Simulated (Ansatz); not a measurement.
We consider fluorite CeO2, described by PBEsol+SOC (Ansatz, a program for electronic structure, PAW).

Settings: plane-wave cutoff 520 eV, 12×12×12 k mesh, Fermi–Dirac smearing 0.01 eV, PAW data made under PBE.

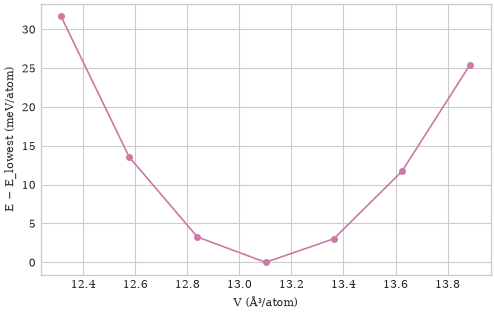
Figure. Total energy against volume

Task: From the curve, estimate the equilibrium volume and the bulk modulus.

Result: V0 ≈ 13.1 Å³/atom and B0 ≈ 190 GPa; the fit gives V0 = 13.101 Å³/atom, B0 = 192 GPa, B′ = 4.4.

Measured, for comparison: bulk modulus 220 ± 9 GPa (room temperature, no zero-point or thermal correction, our sources range from 220 to 230; as tabulated in High Pressure Brillouin Spectroscopy and X-ray Diffraction of Cerium Dioxide …); equilibrium volume per atom 13.06 Å³/atom (0 K, extrapolated to 0 K; as tabulated in Stimac et al. (2024), arXiv:2411.06536). Computed (rounded) less measured: bulk modulus -13 % (-13 % to -17 % over the range), equilibrium volume per atom +0.3 %.

The computed numbers hold no vibrational or temperature effects.
